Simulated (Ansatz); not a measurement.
**PF3 (SMILES FP(F)F): levels of theory compared**

Wanted: a comparison of 6 runs (HSE06/STO-3G, SVWN5/STO-3G, UPBE/STO-3G, MP2/STO-3G, BCCD(T)/STO-3G, UCCSD(T)/STO-3G) of PF3. 

The calculation is run with Ansatz 0.2.0.

42 further runs of the same task are left out: 7 that didn't finish, 35 set aside as unsound or not needed.

## (1) Starting point

PF3: 4 atoms, total charge 0, spin state singlet. SMILES: `FP(F)F`. The F2–P1 distance was set to 1.996 Å, away from the relaxed value.

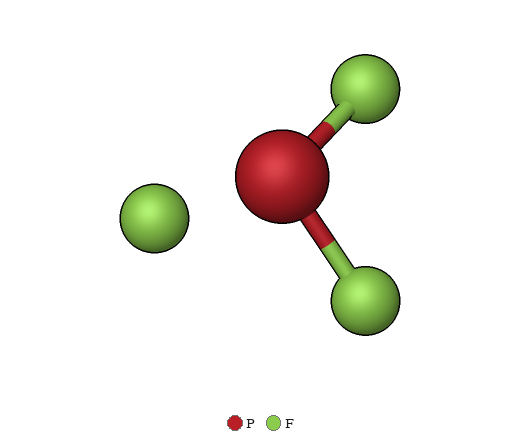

The structure, seen from a chosen angle (phosphorus red, fluorine green).

## (2) A single-point energy at HSE06/STO-3G (run 1)

The input, job.yaml:

```yaml
crystal:
  periodic: [false, false, false]
  atoms:
    - {symbol: P, position_ang: [-0.343220, 0.013753, 0.853669]}
    - {symbol: F, position_ang: [1.349610, -0.029560, -0.203150]}
    - {symbol: F, position_ang: [-0.987080, 1.188913, -0.016811]}
    - {symbol: F, position_ang: [-1.035090, -1.147117, 0.000429]}
basis:
  gaussian:
    orbitals: STO-3G
magnetization:
  spin_polarized: false
hamiltonian:
  xc: {name: HSE06}
accuracy: high
```

Launch:

```console
$ ansatz run job.yaml --threads 1 --pin off --max-ram 2610MiB --events-out events.jsonl --progress --plain --runs-dir runs
```

What it wrote:

```text
Warning: RAYON_NUM_THREADS=1 ignored (pool sized by the plan → 1); use --threads N
Functional definition: HSE06
  name "HSE06"
  parameter a = 0.25
  parameter omega = 0.11/bohr
  exchange = pbe_x - a*pbe_x_sr(omega) + a*exact_x_sr(omega)
  correlation = pbe_c
456 factors; integrals over basis functions are off by at most 4.0e-8 eV
49 factors; integrals over basis functions are off by at most 9.9e-10 eV
mean field evaluation 1: about -17199.4747 eV, gradient 3.1e1 eV
mean field evaluation 2: about -17137.6813 eV, gradient 1.6e2 eV
mean field evaluation 4: about -17203.9194 eV, gradient 8.2e0 eV
mean field evaluation 8: about -17204.2322 eV, gradient 1.6e-1 eV
mean field evaluation 16: about -17204.2323 eV, gradient 2.8e-7 eV
mean field -17204.23232178 eV, -632.2438763779 hartree, gradient 6.3e-9 eV, S^2 0.000000; 0 other end points of the search recorded, 0 dependent functions left out
reference -17204.23232276 eV, -632.2438764138 hartree; 21, 21 occupied and 3, 3 virtual orbitals, 456 factors
Total energy: -17204.23232276 eV, -632.2438764138 hartree
```

Wall time 0.54 s (1 thread of AMD EPYC 9R45 (Zen 5), shared host).

## (3) A single-point energy at SVWN5/STO-3G (run 2)

The input, in.yaml:

```yaml
crystal:
  periodic: [false, false, false]
  atoms:
    - {symbol: P, position_ang: [-0.343220, 0.013753, 0.853669]}
    - {symbol: F, position_ang: [1.349610, -0.029560, -0.203150]}
    - {symbol: F, position_ang: [-0.987080, 1.188913, -0.016811]}
    - {symbol: F, position_ang: [-1.035090, -1.147117, 0.000429]}
basis:
  gaussian:
    orbitals: STO-3G
hamiltonian:
  xc: {name: SVWN5}
accuracy: high
```

Launch:

```console
$ ansatz run in.yaml --threads 1 --pin off --max-ram 2610MiB --events-out events.jsonl --progress --plain --runs-dir runs
```

What it wrote:

```text
Warning: RAYON_NUM_THREADS=1 ignored (pool sized by the plan → 1); use --threads N
Functional definition: SVWN5
  name "SVWN5"
  exchange = slater_x
  correlation = vwn5_c
456 factors; integrals over basis functions are off by at most 4.0e-8 eV
mean field evaluation 1: about -17122.8694 eV, gradient 2.8e1 eV
mean field evaluation 2: about -16923.3039 eV, gradient 2.5e2 eV
mean field evaluation 4: about -17126.0423 eV, gradient 1.2e1 eV
mean field evaluation 8: about -17126.5785 eV, gradient 1.4e-1 eV
mean field evaluation 16: about -17126.5786 eV, gradient 5.5e-7 eV
mean field -17126.57855263 eV, -629.3901529973 hartree, gradient 2.7e-8 eV, S^2 0.000000; 0 other end points of the search recorded, 0 dependent functions left out
reference -17126.57855357 eV, -629.3901530319 hartree; 21, 21 occupied and 3, 3 virtual orbitals, 456 factors
Total energy: -17126.57855357 eV, -629.3901530319 hartree
```

Run time: 0.3 s. Hardware: 1 thread of AMD EPYC 9R45 (Zen 5), shared host.

## (4) The energy at UPBE/STO-3G (run 3)

The input, job.yaml:

```yaml
crystal:
  periodic: [false, false, false]
  atoms:
    - symbol: P
      position_ang: [-0.343220, 0.013753, 0.853669]
    - symbol: F
      position_ang: [1.349610, -0.029560, -0.203150]
    - symbol: F
      position_ang: [-0.987080, 1.188913, -0.016811]
    - symbol: F
      position_ang: [-1.035090, -1.147117, 0.000429]
basis:
  gaussian: {orbitals: STO-3G}
total_charge: 0
magnetization: {spin_polarized: true}
hamiltonian: {xc: {name: PBE}}
accuracy: high
```

Launch:

```console
$ ansatz run job.yaml --threads 1 --pin off --max-ram 2610MiB --events-out events.jsonl --progress --plain --runs-dir runs
```

What it wrote:

```text
Warning: RAYON_NUM_THREADS=1 ignored (pool sized by the plan → 1); use --threads N
Functional definition: PBE
  name "PBE"
  parameter kappa = 0.804
  parameter beta = 0.06672455060314922
  exchange = pbe_x(kappa = kappa, mu = beta*pi^2/3)
  correlation = pbe_c(beta = beta)
456 factors; integrals over basis functions are off by at most 4.0e-8 eV
mean field evaluation 1: about -17198.4692 eV, gradient 2.0e1 eV
mean field evaluation 2: about -17002.5860 eV, gradient 1.7e2 eV
mean field evaluation 4: about -17201.8418 eV, gradient 8.3e0 eV
mean field evaluation 8: about -17202.3569 eV, gradient 9.8e-2 eV
mean field evaluation 16: about -17202.3570 eV, gradient 2.7e-6 eV
mean field -17202.35701690 eV, -632.1749601945 hartree, gradient 1.5e-8 eV, S^2 0.000000; 0 other end points of the search recorded, 0 dependent functions left out
reference -17202.35701787 eV, -632.1749602304 hartree; 21, 21 occupied and 3, 3 virtual orbitals, 456 factors
Total energy: -17202.35701787 eV, -632.1749602304 hartree
```

Run time: 0.74 s. Hardware: 1 thread of AMD EPYC 9R45 (Zen 5), shared host; peak memory 0.15 GiB.

Runs 4 to 5 aren't shown in full; the table further down has their settings and results.

## (5) The energy at UCCSD(T)/STO-3G (run 6)

The input, run.yaml:

```yaml
crystal:
  periodic: [false, false, false]
  atoms:
    - symbol: P
      position_ang: [-0.343220, 0.013753, 0.853669]
    - symbol: F
      position_ang: [1.349610, -0.029560, -0.203150]
    - symbol: F
      position_ang: [-0.987080, 1.188913, -0.016811]
    - symbol: F
      position_ang: [-1.035090, -1.147117, 0.000429]
basis:
  gaussian: {orbitals: STO-3G}
magnetization: {spin_polarized: true}
correlation: {method: ccsd_t, frozen_orbitals: {F: 1, P: 5}}
accuracy: high
scf: {omitted_lower_state_checks: [cluster_reference, increment]}
```

Launch:

```console
$ ansatz run run.yaml --threads 1 --pin off --max-ram 2610MiB --events-out events.jsonl --progress --plain --runs-dir runs
```

What it wrote:

```text
Warning: RAYON_NUM_THREADS=1 ignored (pool sized by the plan → 1); use --threads N
[... 13 lines left out ...]
8 core orbitals not correlated: weight in the atoms' cores, before any rotation towards them, 1.000 or more for the frozen orbitals, at most 0.000 for the correlated occupied ones
[... 38 lines left out ...]
Total energy: -17173.09774049 eV, -631.0997016194 hartree
Checks for a lower state left out: cluster_reference, increment
```

Run time: 0.38 s. Hardware: 1 thread of AMD EPYC 9R45 (Zen 5), shared host.

## (6) Overview of the runs

```
run            level  frozen core orbitals  energy (Eh)  wall time
  1     HSE06/STO-3G                     –  -632.243876     0.54 s
  2     SVWN5/STO-3G                     –  -629.390153      0.3 s
  3      UPBE/STO-3G                     –  -632.174960     0.74 s
  4       MP2/STO-3G                     8  -631.059767     0.08 s
  5   BCCD(T)/STO-3G                     8  -631.100144     0.16 s
  6  UCCSD(T)/STO-3G                     8  -631.099702     0.38 s
```

## (7) Summary of results

```
                                          quantity          value
                               run 6: total energy  -631.09970 Eh
run 6: correlation energy (8 core orbitals frozen)     -126.3 mEh
                             run 6: (T) correction      -5.90 mEh
          run 6: ⟨S²⟩ of the reference determinant          0.458
                              run 6: T1 diagnostic          0.051
```

What this shows: Totals of different functionals can't be ranked against each other. In runs 4, 5 the log says that unrestricted orbitals would lower the reference, so the values rest on an unstable closed-shell determinant (other closed-shell runs at this shape may share the fault). In runs 1, 2, 3, 4, 5, 6 the basis is minimal, so the values are rough. Spin contamination of the reference: run 6 ⟨S²⟩ = 0.46. All runs together took 2.2 s, the longest 0.74 s.
